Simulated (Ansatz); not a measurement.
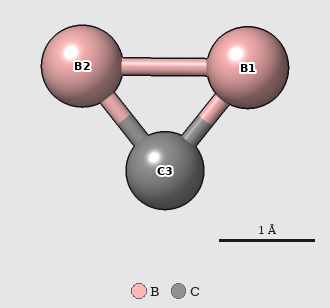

**Figure 1.** The structure (ball-and-stick view, seen on its broad side; atoms are numbered from 1 in the order of the input). Bond lengths as drawn: B–B 1.75 Å and B–C 1.40 Å.

# CB2: one change and its effect

System: CB2, charge −1, multiplicity 2.
Method of run A: UHF/STO-3G (Ansatz 0.2.0).

The geometry comes from this level: PBE0-D4/def2-TZVPD. Text and figures count atoms from 1; the logs count them from 0 in places.

## Input file, run A
```yaml
crystal:
  periodic: [false, false, false]
  atoms:
    - {symbol: B, position_ang: [0.809316, -0.142067, 0.474073]}
    - {symbol: B, position_ang: [-0.309624, 0.657588, -0.609619]}
    - {symbol: C, position_ang: [-0.499692, -0.515521, 0.135545]}
basis:
  gaussian: {orbitals: STO-3G}
total_charge: -1
magnetization: {spin_polarized: true, initial_magnetization: 1}
hamiltonian: {xc: hf}
scf: {omitted_lower_state_checks: [starts]}
output: {orbitals: {seedname: orbitals}}
```

Launched with:
```bash
ansatz run in.yaml --threads 4 --pin off --events-out ev --progress --plain --max-ram 3916MiB
```

Hardware: 4 threads of Arm Neoverse V2, 23 GiB of memory available, shared host.

## Output (run A)
```
Functional definition: HF
  exchange = exact_x
  correlation = 0
these checks for a lower state are left out or cut short: starts
201 factors; integrals over basis functions are off by at most 1.3e-4 eV
mean field evaluation 1: about -2330.2970 eV, gradient 6.3e0 eV
mean field evaluation 2: about -2330.3198 eV, gradient 6.2e0 eV
mean field evaluation 4: about -2330.9395 eV, gradient 1.1e0 eV
mean field evaluation 8: about -2330.9904 eV, gradient 9.2e-2 eV
mean field evaluation 16: about -2331.1039 eV, gradient 4.8e-3 eV
mean field -2331.38418639 eV, -85.6767885810 hartree, gradient 3.3e-5 eV, S^2 1.363982; 0 other end points of the search recorded, 0 dependent functions left out
reference -2331.38418639 eV, -85.6767885810 hartree; 9, 8 occupied and 6, 7 virtual orbitals, 201 factors
Total energy: -2331.38418639 eV, -85.6767885810 hartree
Checks for a lower state left out: starts
```

For run B the input was changed thus:
```diff
-  gaussian: {orbitals: STO-3G}
+  gaussian: {orbitals: 6-31G}
```

Predict how the results change.

The total energy of run B is 812.8 kcal/mol lower, which measures the change of basis and not a stability. The HOMO goes from 3.67 to −1.25 eV. The LUMO goes from 14.50 to 8.02 eV. The basis functions go from 15 to 27.

## Output (run B)
```
Functional definition: HF
  exchange = exact_x
  correlation = 0
these checks for a lower state are left out or cut short: starts
379 factors; integrals over basis functions are off by at most 1.3e-4 eV
mean field evaluation 1: about -2364.9419 eV, gradient 9.5e0 eV
mean field evaluation 2: about -2365.1080 eV, gradient 9.9e0 eV
mean field evaluation 4: about -2366.2327 eV, gradient 2.4e0 eV
mean field evaluation 8: about -2366.3946 eV, gradient 5.3e-1 eV
mean field evaluation 16: about -2366.6300 eV, gradient 1.3e-5 eV
mean field -2366.62995169 eV, -86.9720465652 hartree, gradient 3.4e-6 eV, S^2 1.284130; 0 other end points of the search recorded, 0 dependent functions left out
reference -2366.62995169 eV, -86.9720465652 hartree; 9, 8 occupied and 18, 19 virtual orbitals, 379 factors
Total energy: -2366.62995169 eV, -86.9720465652 hartree
Checks for a lower state left out: starts
```

## The two runs side by side

| quantity | run A | run B |
| --- | --- | --- |
| outcome | converged | converged |
| total energy (hartree) | −85.676789 | −86.972047 |
| HOMO (eV) | 3.67 | −1.25 |
| LUMO (eV) | 14.50 | 8.02 |
| ⟨S²⟩ | 1.364 | 1.284 |
| basis functions | 15 | 27 |

For run A: ⟨S²⟩ is 1.36 against 0.75 for a pure state: the solution is spin-contaminated. The highest filled orbital lies above zero: either the extra electron isn't bound at this level, or the self-interaction error of the functional lifts the level. For run B: ⟨S²⟩ is 1.28 against 0.75 for a pure state: the solution is spin-contaminated.
